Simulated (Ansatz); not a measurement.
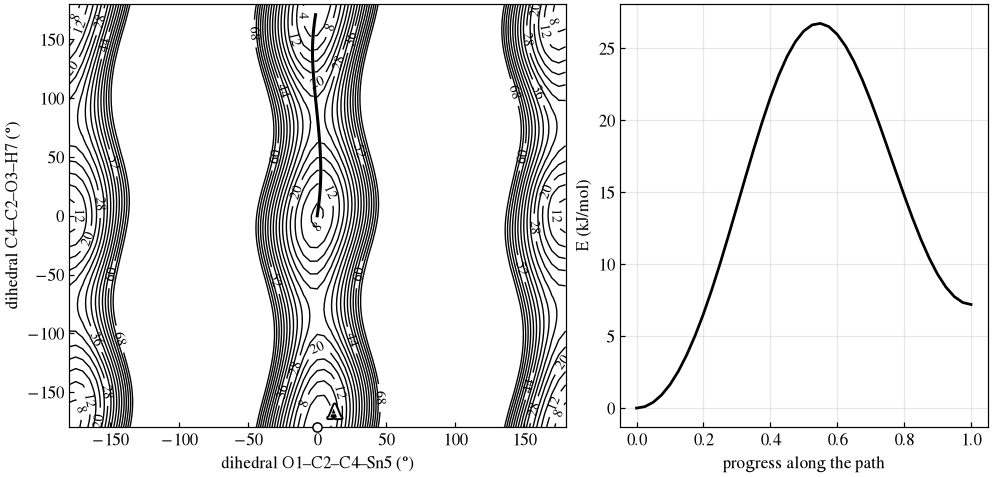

C2H6O2Sn, SMILES OC(O)=[CH][SnH3]. The first coordinate is: dihedral O1–C2–C4–Sn5; the second: dihedral C4–C2–O3–H7. Nothing is relaxed (all other coordinates rigid). Grid: 18 × 18 points. Points are written as (first, second). All energies are given in kJ/mol relative to the lowest grid point. The dihedral twists a double bond; near 90° a spin-restricted reference is unreliable. All numbers below come from RKS B3LYP-D4/def2-SVP in Ansatz 0.2.0.

Drawn: contour lines labelled in kJ/mol (none above 68), a line along the lowest path, the energy along the path at the right, the start A. Between grid points the surface is interpolated.

### Describe the path and its barrier.

The easiest path leads from the well at (0°, −180°) to the well at (0°, 0°), about 7.2 kJ/mol higher. Its highest point lies about 27 kJ/mol above the bottom of the first well on the interpolated surface, at (0°, 80°). Seen from the upper well the barrier is about 20 kJ/mol. The start is the relaxed structure and all else is held, so a fully relaxed path at this level can only be lower.
